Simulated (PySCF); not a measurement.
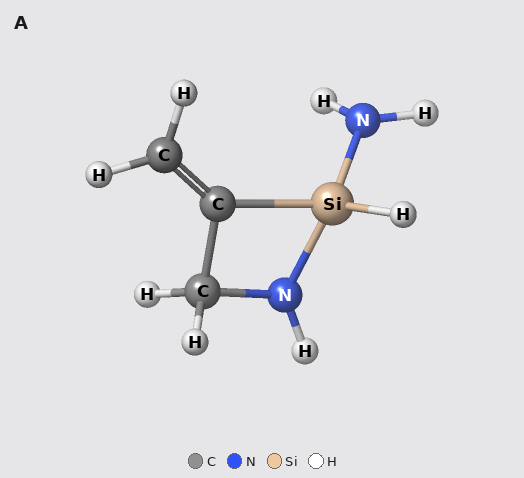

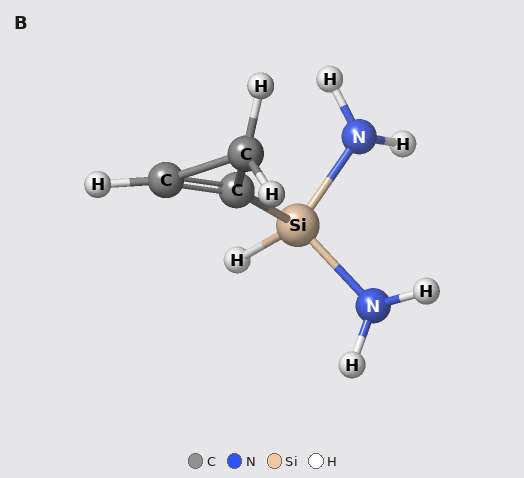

2 stationary structures of one formula. Geometries: GFN2-xTB. Electronic energies: ωB97X-D/def2-SVPD (PySCF 2.14.0), without zero-point energy. No frequency run is at hand to confirm each as a minimum. Each is one conformer, not always the lowest.

How are they related?

Answer. They are constitutional isomers of C3H8N2Si: A `C=C1CN[Si@H]1N`, B `N[SiH](N)C1=CC1`.

Rank them by energy, lowest first.

Answer. A is lowest; B lies 18.3 kcal/mol above it.

The geometry is semi-empirical. Around Si such bond lengths and angles can be off by a tenth of an ångström or more and by several degrees, and values that hang on the shape move with them.
